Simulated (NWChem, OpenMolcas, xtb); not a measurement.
# How methods differ on SiSbH3F (SMILES [F][Sb][SiH3])

SiSbH3F has 6 atoms, charge 0, and is taken as a doublet. As SMILES, `[F][Sb][SiH3]`. The shape is that of a PBE0-D4/def2-TZVP optimisation.

Quantity: the dipole moment, in D. The values are calculated.

```json
{"level": "GFN2-xTB", "kind": "semi-empirical", "program": "xtb", "value (D)": "3.17", "CPU time": "under 2 s"}
{"level": "GFN0-xTB", "kind": "semi-empirical", "program": "xtb", "value (D)": "4.80", "CPU time": "under 2 s"}
{"level": "GFN1-xTB", "kind": "semi-empirical", "program": "xtb", "value (D)": "3.85", "CPU time": "under 2 s"}
{"level": "UHF/LANL2DZ (core potential)", "kind": "Hartree–Fock", "program": "OpenMolcas", "value (D)": "3.56", "CPU time": "1.9 s"}
{"level": "UHF/STO-3G", "kind": "Hartree–Fock", "program": "OpenMolcas", "value (D)": "1.10", "CPU time": "3.1 s"}
{"level": "UHF/STO-3G (RICD fitting)", "kind": "Hartree–Fock", "program": "OpenMolcas", "value (D)": "1.13", "CPU time": "2.6 s"}
{"level": "UHF/3-21G", "kind": "Hartree–Fock", "program": "OpenMolcas", "value (D)": "2.50", "CPU time": "3.9 s"}
{"level": "UHF/def2-SVP (core potential)", "kind": "Hartree–Fock", "program": "OpenMolcas", "value (D)": "2.84", "CPU time": "6.1 s"}
{"level": "UTPSSh/STO-3G (RICD fitting)", "kind": "hybrid meta-GGA", "program": "OpenMolcas", "value (D)": "0.76", "CPU time": "5.7 s"}
{"level": "UPBE0/def2-SVP (core potential)", "kind": "global hybrid", "program": "NWChem", "value (D)": "2.28", "CPU time": "59 s"}
```

All-electron rows without a relativistic Hamiltonian named are non-relativistic, while core potentials hold scalar relativity, so basis and relativity change together. The values span 0.76 to 4.80 D. Magnitudes only: a small dipole may point the other way at some levels. Sets without polarisation functions give poor dipoles. Times are those of the runs behind each value, whatever else they computed, on shared processors of several kinds: orders of magnitude only.

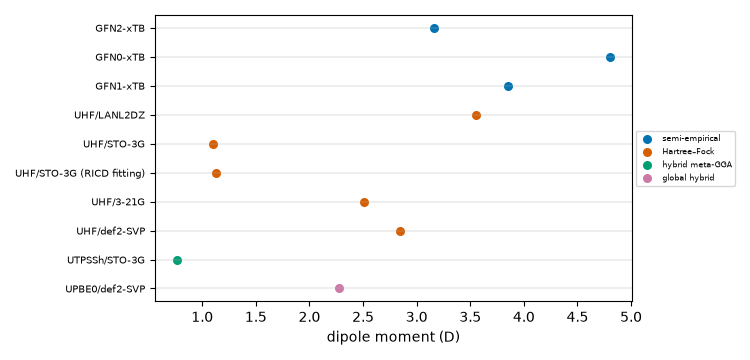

The values of the table, level by level.
